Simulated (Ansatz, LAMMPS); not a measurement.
# Structural relaxation of glassy 70P2O5-10Al2O3-20CaO (mol %) (58 atoms)

Aim: bring glassy 70P2O5-10Al2O3-20CaO (mol %) (58 atoms) to a nearby minimum of the energy and see what moves.

Calculated with Ansatz 0.2.0; Kohn-Sham DFT, PBE, PAW (set soft_2), plane waves.

## Step 1: The starting structure

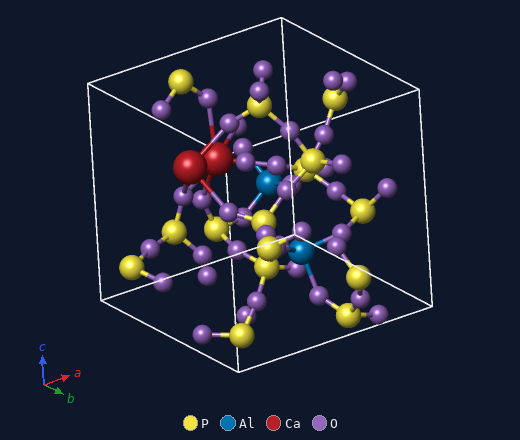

The cell as given, from a free direction (phosphorus yellow, aluminium blue, calcium red, oxygen purple). Bonds to atoms that aren't drawn are left out. Some periodic images of atoms are drawn too.

The cell holds 58 atoms: 14 P, 2 Al, 2 Ca and 40 O. Cell: a = 9.314 Å, b = 9.314 Å, c = 9.314 Å, α = 90.0°, β = 90.0°, γ = 90.0°. 58 atoms (14 P, 2 Al, 2 Ca, 40 O) placed at random at 2.49 g/cm³, melted at 4000 K for 10 ps at fixed volume with the Morse and Coulomb pair potential with partial charges (Pedone, Malavasi, Menziani, Cormack and Segre, J. Phys. Chem. B 110, 11780 (2006)). Quenched from 4000 K to 300 K at 5 K/ps and fixed volume, held 10 ps at zero pressure.

Before any run, some limits are plain. The quench rate of 5 K/ps is many orders above laboratory rates, so the cell is likely richer in defects and strain than a real sample. The network of bonds at the start is that of the classical potential that made the cell. Sampling is at Γ alone, for a cell whose shortest periodic width is 9 Å.

## Step 2: How the cell was made

A classical potential supplies the starting structure, since it reaches far longer times than DFT.

This step: classical MD, Morse and Coulomb pair potential with partial charges (Pedone, Malavasi, Menziani, Cormack and Segre, J. Phys. Chem. B 110, 11780 (2006)) (LAMMPS 22 Jul 2025 - Update 4).

Input file in.lmp:

```
# melt-quench of P14Al2Ca2O40
units metal
atom_style charge
boundary p p p
region box block 0 9.3040 0 9.3040 0 9.3040
create_box 4 box
mass 1 30.9738   # P
mass 2 26.9815   # Al
mass 3 40.0780   # Ca
mass 4 15.9990   # O
create_atoms 1 random 14 527325 NULL overlap 1.5 maxtry 2000
create_atoms 2 random 2 527332 NULL overlap 1.5 maxtry 2000
create_atoms 3 random 2 527339 NULL overlap 1.5 maxtry 2000
create_atoms 4 random 40 527346 NULL overlap 1.5 maxtry 2000
pair_style hybrid/overlay pedone 5.5 coul/long 8.0
pair_coeff * * coul/long
pair_coeff 1 4 pedone 0.831326 2.585833 1.800790 1   # P-O
pair_coeff 2 4 pedone 0.361581 1.900442 2.164818 0.9   # Al-O
pair_coeff 3 4 pedone 0.030211 2.241334 2.923245 5   # Ca-O
pair_coeff 4 4 pedone 0.042395 1.379316 3.618701 22   # O-O
set type 1 charge 3
set type 2 charge 1.8
set type 3 charge 1.2
set type 4 charge -1.2
kspace_style pppm 1.0e-4
neigh_modify delay 0 every 1 check yes
thermo_style custom step time temp pe press density
thermo_modify norm yes
timestep 0.002
thermo 100
min_style cg
minimize 1e-4 1e-4 200 2000
reset_timestep 0
velocity all create 4000 527326 mom yes dist gaussian
# [... 11 lines left out ...]
fix md all nvt temp 4000 300 0.2
run 370000 post no
unfix md
thermo 1666
fix md all npt temp 300 300 0.2 iso 0 0 2
run 5000 post no
unfix md
write_dump all custom glass.dump id type xs ys zs modify sort id
```

Launch:

```
> lmp -in in.lmp -log none -nocite
```

Numbers of over 12 decimals in the logs are rounded to 6 here.

The log of the run:

```text
LAMMPS (22 Jul 2025 - Update 4)
Created orthogonal box = (0 0 0) to (9.304 9.304 9.304)
Created 14 atoms
Created 2 atoms
Created 2 atoms
Created 40 atoms
PPPM initialization ...
  G vector (1/distance) = 0.380188
  grid = 10 10 10
  estimated relative force accuracy = 8.5630715e-05
   Step          Time           Temp          PotEng         Press         Density
         0   0              0             -4.1982557      574580.81      2.4900233
        69   0.138          0             -20.699583     -8097.9612      2.4900233
Loop time of 0.0254962 s on 1 MPI rank(s) for 69 steps with 58 atoms
Minimization stats:
  Stopping criterion = energy tolerance
[... 17 lines left out ...]
[... 1 line left out ...]
Loop time of 1.16355 s on 1 MPI rank(s) for 5000 steps with 58 atoms
   Step          Time           Temp          PotEng         Press         Density
[... 12 lines left out ...]
Loop time of 81.8234 s on 1 MPI rank(s) for 370000 steps with 58 atoms
   Step          Time           Temp          PotEng         Press         Density
[... 1 line left out ...]
    376516   753.032        333.50232     -20.98715       3490.6446      2.4707616
    378182   756.364        314.1266      -20.985295      5571.5109      2.4651061
    379848   759.696        304.24059     -20.990453     -7861.1799      2.4356362
    381000   762            310.77784     -20.993224      13990.711      2.4821828
Loop time of 1.37004 s on 1 MPI rank(s) for 5000 steps with 58 atoms
```

The job ended after 85 s (1 thread of Arm Neoverse V2, shared host; peak memory 0.07 GiB).

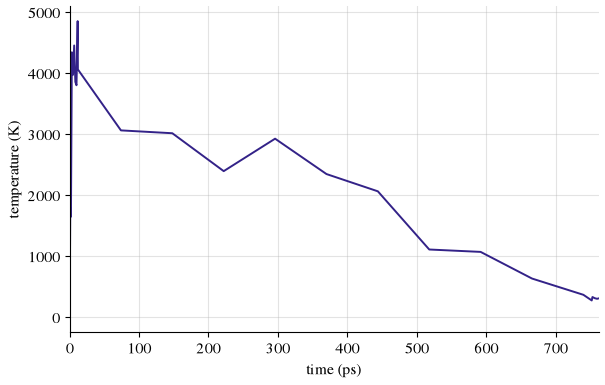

Temperature, plotted against time.

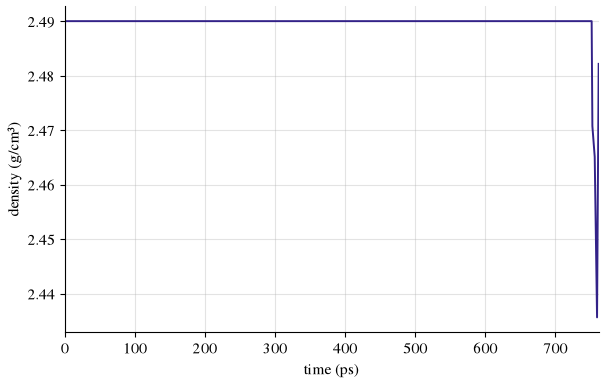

Density against time.

## Step 3: Single point at the start

A single point comes first, to see the forces before anything moves.

Input file input.yaml:

```yaml
crystal:
  lattice:
    - [9.31379, 0.0, 0.0]
    - [0.0, 9.31379, 0.0]
    - [0.0, 0.0, 9.31379]
  atoms:
    - { symbol: P, position: [0.0704, 0.79662, 0.57121] }
    - { symbol: P, position: [0.07203, 0.13986, 0.17616] }
    - { symbol: P, position: [0.76602, 0.15011, 0.05607] }
    - { symbol: P, position: [0.54085, 0.79632, 0.70352] }
    - { symbol: P, position: [0.68496, 0.83435, 0.99953] }
    - { symbol: P, position: [0.76238, 0.87547, 0.47056] }
    - { symbol: P, position: [0.29812, 0.81832, 0.33576] }
    - { symbol: P, position: [0.33484, 0.2034, 0.97338] }
    - { symbol: P, position: [0.13656, 0.37916, 0.39952] }
    - { symbol: P, position: [0.61883, 0.34042, 0.28512] }
    - { symbol: P, position: [0.73596, 0.1867, 0.73728] }
    - { symbol: P, position: [0.91007, 0.59436, 0.02689] }
    - { symbol: P, position: [0.19915, 0.74624, 0.02511] }
    - { symbol: P, position: [0.83028, 0.42384, 0.53148] }
    - { symbol: Al, position: [0.57686, 0.67158, 0.2743] }
    - { symbol: Al, position: [0.24329, 0.959, 0.78475] }
    - { symbol: Ca, position: [0.2964, 0.49094, 0.72471] }
    - { symbol: Ca, position: [0.39714, 0.1418, 0.53983] }
    - { symbol: O, position: [0.86075, 0.51668, 0.15817] }
    - { symbol: O, position: [0.06045, 0.99556, 0.24122] }
    - { symbol: O, position: [0.43058, 0.72584, 0.3629] }
    - { symbol: O, position: [0.98467, 0.40979, 0.46465] }
    - { symbol: O, position: [0.57237, 0.48958, 0.23147] }
    - { symbol: O, position: [0.81765, 0.73596, 0.00405] }
    - { symbol: O, position: [0.05681, 0.66253, 0.0448] }
    - { symbol: O, position: [0.58364, 0.17959, 0.69856] }
    - { symbol: O, position: [0.57841, 0.78053, 0.10457] }
    - { symbol: O, position: [0.48941, 0.27302, 0.34786] }
    - { symbol: O, position: [0.64883, 0.85546, 0.58971] }
    - { symbol: O, position: [0.19282, 0.49812, 0.31492] }
    - { symbol: O, position: [0.09295, 0.25563, 0.29484] }
    - { symbol: O, position: [0.72407, 0.37018, 0.4101] }
    - { symbol: O, position: [0.71812, 0.77256, 0.34664] }
    - { symbol: O, position: [0.17418, 0.78767, 0.43964] }
    - { symbol: O, position: [0.20247, 0.17327, 0.07886] }
    - { symbol: O, position: [0.74815, 0.21232, 0.9045] }
    - { symbol: O, position: [0.75573, 0.02679, 0.41777] }
    - { symbol: O, position: [0.92847, 0.16173, 0.08953] }
    - { symbol: O, position: [0.78766, 0.57418, 0.56251] }
    - { symbol: O, position: [0.22864, 0.32748, 0.51975] }
    - { symbol: O, position: [0.34874, 0.96889, 0.36375] }
    - { symbol: O, position: [0.79842, 0.31219, 0.64244] }
    - { symbol: O, position: [0.29791, 0.65958, 0.93266] }
    - { symbol: O, position: [0.90823, 0.49526, 0.9009] }
    - { symbol: O, position: [0.26072, 0.78302, 0.17636] }
    - { symbol: O, position: [0.27665, 0.13104, 0.83636] }
    - { symbol: O, position: [0.46584, 0.11939, 0.01065] }
    - { symbol: O, position: [0.17108, 0.8819, 0.94298] }
    - { symbol: O, position: [0.91746, 0.83984, 0.51782] }
    - { symbol: O, position: [0.62382, 0.82614, 0.84716] }
    - { symbol: O, position: [0.82991, 0.05392, 0.72982] }
    - { symbol: O, position: [0.49584, 0.64484, 0.68492] }
    - { symbol: O, position: [0.69328, 0.23975, 0.1719] }
    - { symbol: O, position: [0.73423, 0.98942, 0.03956] }
    - { symbol: O, position: [0.12191, 0.9261, 0.65265] }
    - { symbol: O, position: [0.40128, 0.88941, 0.70685] }
    - { symbol: O, position: [0.36282, 0.35892, 0.9399] }
    - { symbol: O, position: [0.0959, 0.66224, 0.65412] }
kpoints:
  mp_grid: { grid: [1, 1, 1] }
hamiltonian:
  xc: pbe
scf:
  occupations: { method: fermi_dirac, width: 0.05 }
output:
  forces: true
  stress: true
  populations: true
  dos:
    method: { smearing: { sigma: 0.08 } }
    de: 0.1
    projected: { site_lists: { Al: [Al], Ca: [Ca], O: [O], P: [P] } }
  eigenvalues: true
```

Launch:

```
> ansatz run input.yaml --threads 4 --pin off --max-ram 8192MiB --backend cpu --events-out ev --progress --plain --runs-dir out
```

The log of the run:

```text
Engine: ansatz 0.2.0, aarch64-unknown-linux-gnu
Pseudopotentials: kind: paw
Pseudopotential: P, paw, valence charge 5, recommended cutoff 420 eV (normal), P.paw.azcp
Pseudopotential: Al, paw, valence charge 3, recommended cutoff 420 eV (normal), Al.paw.azcp
Pseudopotential: Ca, paw, valence charge 10, recommended cutoff 420 eV (normal), Ca.paw.azcp
Pseudopotential: O, paw, valence charge 6, recommended cutoff 420 eV (normal), O.paw.azcp
[... 5 lines on functional and potentials left out ...]
Crystal: 58 atoms, lattice volume = 807.940 Å³
Basis set: ecut = 420 eV, 15791 PW (Γ), exchange–correlation on 128×128×128 points (8 copies of the dense FFT grid, shifted against one another)
Bands: 226, of which v1, the nominal top of the filled ones, is band 168 counted from 1 (167 counted from 0)
Symmetry: 1 space group operations
Space group: P1 (ITA 1), of the structure as read, at distance tolerance 9.3e-5 Å
k-points: 1
[... 9 lines on functional and potentials left out ...]
Initial density: superposition of atomic densities (neutral atoms: chi_scale 0, normalization atom), corrected by the library's trained network
Initial wavefunctions: pseudopotential atomic-orbital guess
Functional: x = pbe(κ = 0.804, μ = 0.219515), c = pbe(β = 0.066725)
SCF iter   1: F=—  HF=-38006.102781 eV  |F-HF|=—  |Δ(HF+E_count)|=         —  Δρ=5.13e-3  dr2=2.60e-1  ethr=1.77e-3  ⟨swp⟩=8.0  Hψ=1289  notcnv=0  defer=49
preconditioner: auto → Resta (q_TF=auto, 2.357 Å⁻¹)  ε∞=3.1  [insulator: Δε(μ)=2.797 eV  Ē_g=16.469 eV  σ=0.050 eV  W_gap=1.00  n_scr=178 (ndim 8)  ℏωp=23.8 eV  f_vac=0.189  D(μ)=0.00/eV (n_scr^D=0)  ε∞_Penn≈3.1]
SCF iter   2: F=—  HF=-38006.043819 eV  |F-HF|=—  |Δ(HF+E_count)|=   5.90e-2  Δρ=2.72e-3  dr2=5.39e-2  ethr=7.75e-5  ⟨swp⟩=3.0  Hψ=398  notcnv=0  defer=50
SCF iter   3: F=—  HF=-38006.033295 eV  |F-HF|=—  |Δ(HF+E_count)|=   1.05e-2  Δρ=1.10e-3  dr2=1.85e-2  ethr=1.60e-5  ⟨swp⟩=3.0  Hψ=305  notcnv=0  defer=50
SCF iter   4: F=—  HF=-38006.027888 eV  |F-HF|=—  |Δ(HF+E_count)|=   5.41e-3  Δρ=4.59e-4  dr2=1.76e-3  ethr=5.52e-6  ⟨swp⟩=3.0  Hψ=346  notcnv=0  defer=50
SCF iter   5: F=—  HF=-38006.027779 eV  |F-HF|=—  |Δ(HF+E_count)|=   1.09e-4  Δρ=2.41e-4  dr2=3.90e-4  ethr=5.23e-7  ⟨swp⟩=2.0  Hψ=387  notcnv=0  defer=50
SCF iter   6: F=—  HF=-38006.027772 eV  |F-HF|=—  |Δ(HF+E_count)|=   7.61e-6  Δρ=7.31e-5  dr2=3.56e-5  ethr=1.16e-7  ⟨swp⟩=3.0  Hψ=306  notcnv=0  defer=50
SCF iter   7: F=—  HF=-38006.029239 eV  |F-HF|=—  |Δ(HF+E_count)|=   1.47e-3  Δρ=3.51e-5  dr2=8.09e-6  ethr=1.06e-8  ⟨swp⟩=3.0  Hψ=364  notcnv=0  defer=50
SCF iter   8: F=—  HF=-38006.029239 eV  |F-HF|=—  |Δ(HF+E_count)|=   4.84e-7  Δρ=9.06e-6  dr2=6.72e-7  ethr=2.41e-9  ⟨swp⟩=3.0  Hψ=308  notcnv=0  defer=50
SCF iter   9: F=—  HF=-38006.029240 eV  |F-HF|=—  |Δ(HF+E_count)|=   4.82e-7  Δρ=3.82e-6  dr2=1.17e-7  ethr=2.00e-10  ⟨swp⟩=3.0  Hψ=316  notcnv=0  defer=50
SCF iter  10: F=-38006.029240 eV  HF=-38006.029240 eV  |F-HF|=1.66e-8  |Δ(HF+E_count)|=   3.25e-8  Δρ=2.32e-6  dr2=3.65e-8  ethr=2.98e-11  ⟨swp⟩=21.0  Hψ=1586  notcnv=0
SCF 1 converged in 10 iterations: F = -38006.029240 eV  dr2 = 3.65e-8
  greatest PAW one-centre occupation: 0.995 electrons in one spin orbital (limit 2), on the Ca atom at site 17 (counted from 0), in its partial waves of l = 0
SCF converged after 10 iterations
Free energy (F): -38006.029240 eV
Harris-Foulkes:  -38006.029240 eV  (|F-HF|=1.66e-8)
Internal energy: -38006.029240 eV  (E = F + TS)
E sigma→0 (E₀):  -38006.029240 eV
Fermi energy:    5.200756 eV
--- Per-component energies (eV) ---
  E_band       = -2097.078646
  E_kinetic    = 8835.225945
  E_local      = -24507.950133  (includes V_loc(G=0)·N_el)
  E_nonlocal   = 2498.378705
  E_hartree    = 8921.625734
  E_xc         = -4195.966337
  E_vxc        = -5055.479863  (∫ρ·V_xc dr)
  E_paw        = -16977.821908  (= ΣΔE_a)
  E_vpaw       = -1710.610962  (= ΣTr[D̂ρ^β])
  E_aug_tail   = 0.101779  (compensation charges beyond the density's cutoff)
  E_ewald      = -12579.623023
  E_smearing   = -0.000000  (= −TS)
  E_closure    = 0.000000  (closes the sum)
  Σ components = -38006.029240   (vs F -38006.029240, Δ=0.00e0)
--- Forces (eV/Å), atoms counted from 1 ---
  atom   1  P      0.36022320    -1.50661055     1.27727099
  atom   2  P      1.92874318    -2.22126423     2.33787982
  atom   3  P      0.65736195     1.66634541    -1.98828276
  atom   4  P     -2.35710978    -0.95688469    -0.71028044
  atom   5  P      0.14790361    -2.63867321     1.03382670
  atom   6  P     -0.61443277     2.33772656    -4.87294536
  atom   7  P      2.16830760     2.59522867     0.19843578
  atom   8  P      3.00158045     0.55725364    -0.99422582
  atom   9  P      0.53030452     1.84059765    -1.49547312
  atom  10  P     -2.77758470     2.32199749     2.15360518
  atom  11  P      2.10972045    -5.02260620    -1.52894395
  atom  12  P     -1.95062380    -6.32801602    -0.23038606
  atom  13  P      1.06498113    -1.98577893    -2.44708976
  atom  14  P     -0.38194936     4.24551412    -2.12561446
[...]
atom  57  O     -1.10310601     0.53800920    -0.27664560
  atom  58  O     -0.41109535    -0.42199905    -0.20771030
  max |Σ_I F_I| component: 4.93e-5 eV/Å
--- Stress (GPa, compression-positive) ---
        4.335655       0.360990       0.126268
        0.360995       3.868020      -0.467589
        0.126263      -0.467588       4.781996
  P = ⅓ Tr σ = 4.3286 GPa (43.286 kbar)
--- Band table (eV) ---
  k-point 0: bands = ["-36.4567", "-36.1678", "-21.4785", "-20.6256", [... 210 levels ...], "12.1161", "12.1835", "12.2357", "12.2858", "12.3761", "12.4385", "12.4835", "12.6111", "12.7365", "12.7852", "12.8345", "12.8739"]
--- Löwdin populations: 58 sites ---
  site symbol       q [e]
     0      P      2.7314
     1      P      2.7557
     2      P      2.6388
[...]
57      O      6.8522
  spilling = 0.017633 (of n_electrons = 336.000000)
```

It took 5.9 s on 4 threads of Arm Neoverse V2, shared host; peak memory 0.88 GiB; 22 s of CPU time.

Read from the output:

```yaml
free_energy: -38006.0292 eV
free_energy_per_atom: -655.2764 eV/atom
scf_cycles: 10
pressure: 4.329 GPa
r_m_s_force_component: 1.506 eV/Å
longest_force: 6.626 eV/Å
fermi_energy: 5.201 eV
spacing_of_highest_filled_and_lowest_empty_level: 2.135 eV
spilling_of_the_projection: 0.01763
```

The r.m.s. force component of 1.5 eV/Å and the pressure of 4.3 GPa set the starting point.

Neighbours are counted within 1.98 Å (O-P), 2.27 Å (O-Al), 2.83 Å (O-Ca).

Length of the force by element and coordination:

```tsv
element	coordination	atoms	mean length of the force (eV/Å)	spread	least	most
Al	all	2	2.38	0.0491	2.33	2.43
Ca	all	2	1.43	0.158	1.27	1.58
O	all	40	1.75	0.890	0.575	4.09
O	1	8	1.22	0.325	0.695	1.52
O	2	30	1.85	0.950	0.575	4.09
O	3	2	2.36	0.511	1.85	2.87
P	all	14	3.78	1.33	2.01	6.63
```

[end of part 1 of 3]

[Logs are printed without paths, hosts, clocks, repeated set-up lines and the standing remarks that a program may print on its own settings, such as how far it seeks lower states.]

[Hosts, paths, dates, database ids (printed as entryN), source tags and the programs' standing remarks are cut or masked in the printed files.]
